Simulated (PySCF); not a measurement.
# Atomic calculation, with input and output: O⁻

System: O⁻, configuration 1s2 2s2 2p5, multiplicity 2.
Method: unrestricted HF, aug-cc-pCVTZ-DK plus 1 even-tempered diffuse shell per l, spin-free X2C-1e, Gaussian nucleus (PySCF).

Key numbers:

| quantity | value |
| --- | --- |
| outcome | converged |
| total energy | −74.844338 hartree |
| ⟨S²⟩ | 0.773 |
| ⟨L²⟩ | 2.03 |
| static polarisability | 20.1 bohr³ |
| C₆ of the like pair | 90.4 hartree bohr⁶ |
| SCF iterations | 9 |
| hardware | 1 CPU thread, shared host |
| CPU time | 9 s (integrals apart) |

Input:
```python
from pyscf import gto, scf, dft, mp, cc
import basis_set_exchange as bse
mol = gto.M(atom="O 0 0 0", charge=-1, spin=1, symmetry="D2h",
            basis=gto.basis.parse(bse.get_basis("aug-cc-pCVTZ-DK", elements=["O"], fmt="nwchem", augment_diffuse=1)),
            nucmod="G")
mf = scf.UHF(mol).sfx2c1e()
mf.irrep_nelec = {'Ag': (2, 2), 'B1u': (1, 1), 'B2u': (1, 1), 'B3u': (1, 0)}
mf.kernel()
```

The script is an equivalent of what the driver set up; the driver started from orbitals of its own, so the log can be shorter than this script's would be, and it computed the properties (radii, ⟨L²⟩, response) afterwards. It held the occupations shell by shell, which the script's counts by irreducible representation don't always enforce.

The program's output (extracts):
```
damping factor = 0
level_shift factor = 0
DIIS = <class 'pyscf.scf.diis.CDIIS'>
diis_start_cycle = 1
diis_space = 10
diis_damp = 0
SCF conv_tol = 1e-09
SCF conv_tol_grad = None
number electrons alpha = 5  beta = 4
cycle= 1 E= -74.8440204468692  delta_E= -0.0038  |g|= 0.0258  |ddm|= 0.0313
cycle= 2 E= -74.8442915622019  delta_E= -0.000271  |g|= 0.00742  |ddm|= 0.00965
cycle= 3 E= -74.8443262337355  delta_E= -3.47e-05  |g|= 0.00156  |ddm|= 0.0066
cycle= 4 E= -74.8443302526581  delta_E= -4.02e-06  |g|= 0.00124  |ddm|= 0.00286
cycle= 5 E= -74.8443340881843  delta_E= -3.84e-06  |g|= 0.000866  |ddm|= 0.00355
cycle= 6 E= -74.8443381287751  delta_E= -4.04e-06  |g|= 0.000226  |ddm|= 0.00814
cycle= 7 E= -74.8443382551738  delta_E= -1.26e-07  |g|= 5.48e-05  |ddm|= 0.0013
cycle= 8 E= -74.8443382604417  delta_E= -5.27e-09  |g|= 6.59e-06  |ddm|= 0.000245
cycle= 9 E= -74.844338260585  delta_E= -1.43e-10  |g|= 2.19e-06  |ddm|= 3.54e-05
converged SCF energy = -74.844338260585  <S^2> = 0.7730945  2S+1 = 2.0229627
```

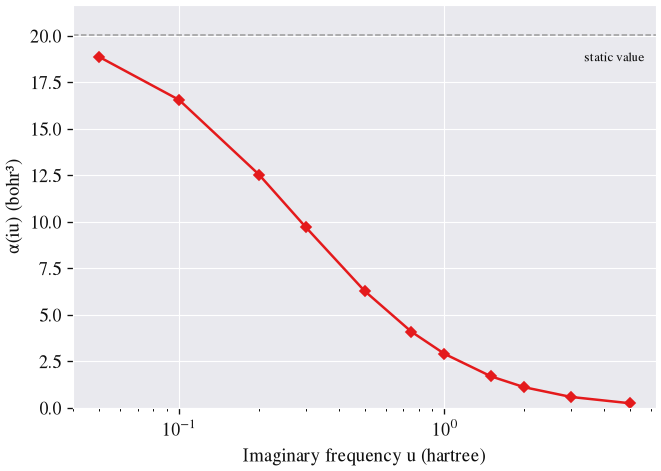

**Figure 1.** Dipole polarisability at imaginary frequency of O⁻ ([He] 2s² 2p⁵). Coupled response at the HF level; PySCF, aug-cc-pCVTZ-DK plus 1 diffuse shell for each l, spin-free X2C-1e, unrestricted single determinants, no spin-orbit coupling. The static dipole polarisability is 20.1 bohr³; α(iu) falls to half of it near u = 0.29 hartree. The Casimir–Polder integral gives C₆ = 90.4 hartree bohr⁶ for two such species.

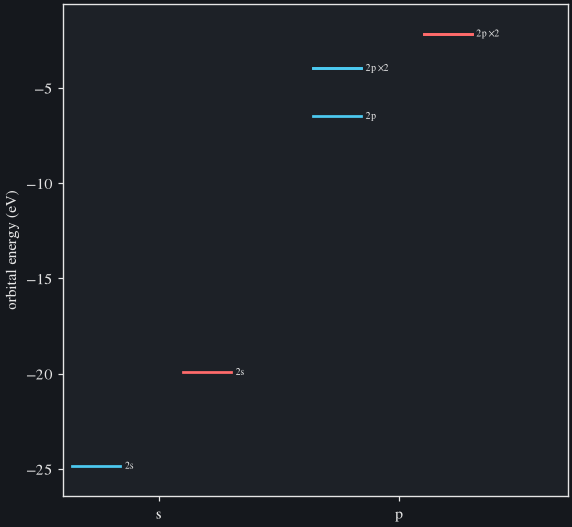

**Figure 2.** Orbital energies of the mean field, from the top down to −24.9 eV, by angular momentum, α spin at the left of each column and β at the right; ×n counts the orbitals under one label. The highest filled orbital is 2p β at −2.17 eV, the lowest empty one p β at 4.21 eV.

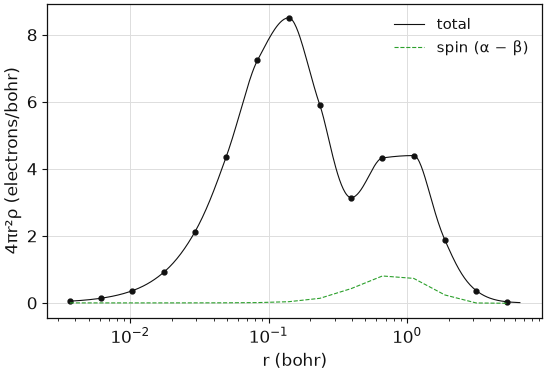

**Figure 3.** Spherically averaged radial density 4πr²ρ of the mean field and its spin part; markers are the stored points, which are sparse, and the line is a monotone interpolation between them. The largest stored value is 8.51 electrons/bohr at r = 0.14 bohr. Root-mean-square radii of the shells: 1s 0.230, 2s 1.32, 2p 1.77 bohr.
